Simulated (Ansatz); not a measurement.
**C4H4O (furan) at 6 levels**

Aim: a comparison of 6 runs (HF/3-21G, BLYP/def2-SVP, HSE06/def2-SVP, SVWN5/def2-SVP, RPA@PBE0/def2-SVP, CCSD(T)/def2-SVP) of C4H4O (furan). 

The calculation is run with Ansatz 0.2.0.

40 further runs of the same task are left out: 40 set aside as unsound or not needed.

**1. The molecule**

C4H4O has 9 atoms, charge 0, and is taken as a singlet. As SMILES, `c1ccoc1`. The C5–H9 distance was set to 1.616 Å, away from the relaxed value. At this shape a bond of the SMILES string is far longer than usual.

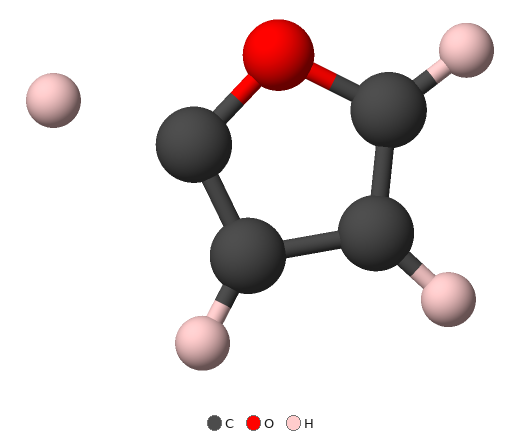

The structure, seen from a chosen angle (carbon dark grey, oxygen red, hydrogen pink).

**2. A single-point energy at HF/3-21G (run 1)**

input.yaml

```yaml
basis:
  gaussian: {orbitals: 3-21G.json}
crystal:
  periodic: [false, false, false]
  atoms:
    - symbol: C
      position_ang: [0.643772, 0.691933, -0.361717]
    - symbol: C
      position_ang: [1.180272, -0.534267, -0.857317]
    - symbol: C
      position_ang: [0.362172, -1.510267, -0.400317]
    - symbol: O
      position_ang: [-0.638328, -0.982867, 0.338683]
    - symbol: C
      position_ang: [-0.454628, 0.355633, 0.353183]
    - symbol: H
      position_ang: [1.026272, 1.687633, -0.518617]
    - symbol: H
      position_ang: [2.056972, -0.667767, -1.470517]
    - symbol: H
      position_ang: [0.356072, -2.582067, -0.508417]
    - symbol: H
      position_ang: [-1.542600, 1.212000, 1.186300]
hamiltonian: {xc: hf}
accuracy: high
output: {orbitals: {seedname: orbitals}}
```

The basis set 3-21G is read from a file made from the Basis Set Exchange's data (not shown).

Launch:

```sh
ansatz run input.yaml --threads 1 --pin off --max-ram 3480MiB --events-out events.jsonl --progress --plain --runs-dir runs
```

Standard output:

```text
Warning: RAYON_NUM_THREADS=1 ignored (pool sized by the plan → 1); use --threads N
Functional definition: HF
  name "HF"
  exchange = exact_x
  correlation = 0
1267 factors; integrals over basis functions are off by at most 3.4e-9 eV
mean field evaluation 1: about -6181.5210 eV, gradient 2.4e1 eV
mean field evaluation 2: about -6182.0414 eV, gradient 2.4e1 eV
mean field evaluation 4: about -6183.8047 eV, gradient 3.7e0 eV
mean field evaluation 8: about -6183.8490 eV, gradient 2.7e-1 eV
mean field evaluation 16: about -6183.8494 eV, gradient 1.5e-8 eV
mean field -6183.84942528 eV, -227.2522748155 hartree, gradient 5.1e-8 eV, S^2 0.000000; 0 other end points of the search recorded, 0 dependent functions left out
reference -6183.84942528 eV, -227.2522748155 hartree; 18, 18 occupied and 35, 35 virtual orbitals, 1267 factors
Total energy: -6183.84942528 eV, -227.2522748155 hartree
```

It took 0.62 s on 1 thread of Arm Neoverse V2, shared host; peak memory 0.11 GiB.

**3. The energy at BLYP/def2-SVP (run 2)**

run.yaml

```yaml
crystal:
  periodic: [false, false, false]
  atoms:
    - symbol: C
      position_ang: [0.643772, 0.691933, -0.361717]
    - symbol: C
      position_ang: [1.180272, -0.534267, -0.857317]
    - symbol: C
      position_ang: [0.362172, -1.510267, -0.400317]
    - symbol: O
      position_ang: [-0.638328, -0.982867, 0.338683]
    - symbol: C
      position_ang: [-0.454628, 0.355633, 0.353183]
    - symbol: H
      position_ang: [1.026272, 1.687633, -0.518617]
    - symbol: H
      position_ang: [2.056972, -0.667767, -1.470517]
    - symbol: H
      position_ang: [0.356072, -2.582067, -0.508417]
    - symbol: H
      position_ang: [-1.542600, 1.212000, 1.186300]
basis:
  gaussian: {orbitals: def2-SVP}
output: {orbitals: {seedname: orbitals}}
total_charge: 0
accuracy: high
hamiltonian: {xc: {name: BLYP}}
```

Launch:

```sh
ansatz run run.yaml --threads 1 --pin off --max-ram 3480MiB --events-out events.jsonl --progress --plain --runs-dir runs
```

Standard output:

```text
Warning: RAYON_NUM_THREADS=1 ignored (pool sized by the plan → 1); use --threads N
Functional definition: BLYP
  name "BLYP"
  parameter beta = 0.0042
  parameter a = 0.04918
  parameter b = 0.132
  parameter c = 0.2533
  parameter d = 0.349
  exchange = b88_x(beta = beta)
  correlation = lyp_c(a = a, b = b, c = c, d = d)
2168 factors; integrals over basis functions are off by at most 3.4e-9 eV
mean field evaluation 1: about -6240.6795 eV, gradient 5.9e1 eV
mean field evaluation 2: about -6217.4294 eV, gradient 1.1e2 eV
mean field evaluation 4: about -6249.7336 eV, gradient 1.8e1 eV
mean field evaluation 8: about -6250.4396 eV, gradient 3.7e-1 eV
mean field evaluation 16: about -6250.4322 eV, gradient 6.3e-5 eV
mean field -6250.43215217 eV, -229.6991448972 hartree, gradient 2.0e-8 eV, S^2 0.000000; 0 other end points of the search recorded, 0 dependent functions left out
reference -6250.43220828 eV, -229.6991469593 hartree; 18, 18 occupied and 72, 72 virtual orbitals, 2168 factors
Total energy: -6250.43220828 eV, -229.6991469593 hartree
```

Wall time 6.3 s (1 thread of Arm Neoverse V2, shared host); peak memory 0.24 GiB.

Runs 3 to 4 aren't shown in full; the table further down has their settings and results.

**4. The energy at RPA@PBE0/def2-SVP (run 5)**

job.yaml

```yaml
basis:
  gaussian:
    orbitals: def2-SVP
crystal:
  periodic: [false, false, false]
  atoms:
    - symbol: C
      position_ang: [0.643772, 0.691933, -0.361717]
    - symbol: C
      position_ang: [1.180272, -0.534267, -0.857317]
    - symbol: C
      position_ang: [0.362172, -1.510267, -0.400317]
    - symbol: O
      position_ang: [-0.638328, -0.982867, 0.338683]
    - symbol: C
      position_ang: [-0.454628, 0.355633, 0.353183]
    - symbol: H
      position_ang: [1.026272, 1.687633, -0.518617]
    - symbol: H
      position_ang: [2.056972, -0.667767, -1.470517]
    - symbol: H
      position_ang: [0.356072, -2.582067, -0.508417]
    - symbol: H
      position_ang: [-1.542600, 1.212000, 1.186300]
hamiltonian:
  xc: pbe0
accuracy: high
correlation:
  method: rpa
  frozen_orbitals: {C: 1, H: 0, O: 1}
```

Launch:

```sh
ansatz run job.yaml --threads 1 --pin off --max-ram 3480MiB --events-out events.jsonl --progress --plain --runs-dir runs
```

Standard output (excerpt; [...] marks lines left out):

```text
Warning: RAYON_NUM_THREADS=1 ignored (pool sized by the plan → 1); use --threads N
Functional definition: PBE0
  name "PBE0"
[...]
2168 factors; integrals over basis functions are off by at most 3.4e-9 eV
[...]
mean field -6245.31183779 eV, -229.5109768143 hartree, gradient 2.3e-8 eV, S^2 0.000000; 0 other end points of the search recorded, 0 dependent functions left out
5 core orbitals not correlated: weight in the atoms' cores, before any rotation towards them, 1.000 or more for the frozen orbitals, at most 0.000 for the correlated occupied ones
reference -6213.43884673 eV, -228.3396659971 hartree; 13, 13 occupied and 72, 72 virtual orbitals, 2168 factors
Total energy: -6240.69956003 eV, -229.3414787330 hartree
```

Run time: 11 s. Hardware: 1 thread of Arm Neoverse V2, shared host; peak memory 0.37 GiB.

**5. The energy at CCSD(T)/def2-SVP (run 6)**

run.yaml

```yaml
crystal:
  periodic: [false, false, false]
  atoms:
    - {symbol: C, position_ang: [0.643772, 0.691933, -0.361717]}
    - {symbol: C, position_ang: [1.180272, -0.534267, -0.857317]}
    - {symbol: C, position_ang: [0.362172, -1.510267, -0.400317]}
    - {symbol: O, position_ang: [-0.638328, -0.982867, 0.338683]}
    - {symbol: C, position_ang: [-0.454628, 0.355633, 0.353183]}
    - {symbol: H, position_ang: [1.026272, 1.687633, -0.518617]}
    - {symbol: H, position_ang: [2.056972, -0.667767, -1.470517]}
    - {symbol: H, position_ang: [0.356072, -2.582067, -0.508417]}
    - {symbol: H, position_ang: [-1.542600, 1.212000, 1.186300]}
basis:
  gaussian:
    orbitals: def2-SVP
correlation:
  method: ccsd_t
  frozen_orbitals: {C: 1, H: 0, O: 1}
accuracy: high
scf:
  omitted_lower_state_checks: [cluster_reference, increment]
```

Launch:

```sh
ansatz run run.yaml --threads 1 --pin off --max-ram 3480MiB --events-out events.jsonl --progress --plain --runs-dir runs
```

Standard output:

```text
Warning: RAYON_NUM_THREADS=1 ignored (pool sized by the plan → 1); use --threads N
[... 11 lines left out ...]
5 core orbitals not correlated: weight in the atoms' cores, before any rotation towards them, 1.000 or more for the frozen orbitals, at most 0.000 for the correlated occupied ones
[... 25 lines left out ...]
Total energy: -6235.11001017 eV, -229.1360665645 hartree
Checks for a lower state left out: cluster_reference, increment
```

Wall time 29 s (1 thread of Arm Neoverse V2, shared host); peak memory 0.61 GiB.

**6. Overview of the runs**

```tsv
run	level	frozen core orbitals	energy (Eh)	HOMO energy (eV)	LUMO energy (eV)	HOMO–LUMO gap (eV)	wall time
1	HF/3-21G	–	-227.252275	-8.95	3.92	12.87	0.62 s
2	BLYP/def2-SVP	–	-229.699147	-5.43	-1.45	3.97	6.3 s
3	HSE06/def2-SVP	–	-229.499152	-6.33	-0.89	5.44	6.3 s
4	SVWN5/def2-SVP	–	-227.832583	-5.78	-1.57	4.21	4.8 s
5	RPA@PBE0/def2-SVP	5	-229.341479	–	–	–	11 s
6	CCSD(T)/def2-SVP	5	-229.136067	–	–	–	29 s
```

**7. Outcome**

```
                                          quantity          value
                               run 6: total energy  -229.13607 Eh
run 6: correlation energy (5 core orbitals frozen)     -775.4 mEh
                             run 6: (T) correction     -30.64 mEh
                              run 6: T1 diagnostic          0.014
```

**Reading.** Over runs 1, 2, 3, 4 the HOMO–LUMO gap runs from 3.97 eV (BLYP/def2-SVP) to 12.87 eV (HF/3-21G). The two ends differ in method and basis. Totals of different functionals can't be ranked against each other. In run 6 the log says that unrestricted orbitals would lower the reference, so the values rest on an unstable closed-shell determinant (other closed-shell runs at this shape may share the fault). All runs together took 57 s, the longest 29 s.
